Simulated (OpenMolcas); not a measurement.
**CH6O3Sn (SMILES C[Sn](O)(O)O): the vertical energy of the triplet above the singlet, rung by rung**

CH6O3Sn: 11 atoms, total charge 0, spin state singlet. As SMILES, `C[Sn](O)(O)O`. Geometry: relaxed at PBE0-D4/def2-TZVP. This is one conformer, not always the lowest.

Quantity: the vertical energy of the triplet above the singlet, in eV. The values are calculated.

| level | kind | program | value (eV) |
| --- | --- | --- | --- |
| HF/def2-SVP (core potential) | Hartree–Fock | OpenMolcas | 7.17 |
| SVWN5/def2-SVP (core potential) | LDA | OpenMolcas | 4.97 |
| BLYP/def2-SVP (core potential) | GGA | OpenMolcas | 4.86 |
| PBE/def2-SVP (core potential) | GGA | OpenMolcas | 4.97 |
| revPBE/def2-SVP (core potential) | GGA | OpenMolcas | 5.00 |
| B3LYP/def2-SVP (core potential) | global hybrid | OpenMolcas | 5.53 |
| BHLYP/def2-SVP (core potential) | global hybrid | OpenMolcas | 6.42 |
| M06-2X/def2-SVP (core potential) | hybrid meta-GGA | OpenMolcas | 6.72 |

Spin-orbit coupling, which can split open shells on such heavy atoms by tenths of an eV, is left out. The values span 4.86 to 7.17 eV. A triplet this far above the singlet is often a Rydberg-like or dissociative state; sets without diffuse functions put Rydberg states too high. B3LYP/def2-SVP (core potential), M06-2X/def2-SVP (core potential) lie far from functionals of the same kind, perhaps in another electronic state.

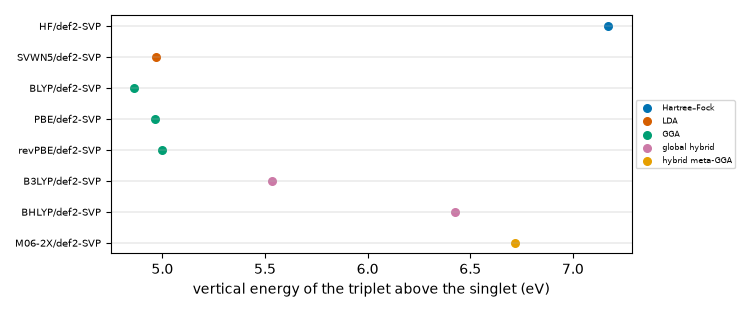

The values of the table, level by level.
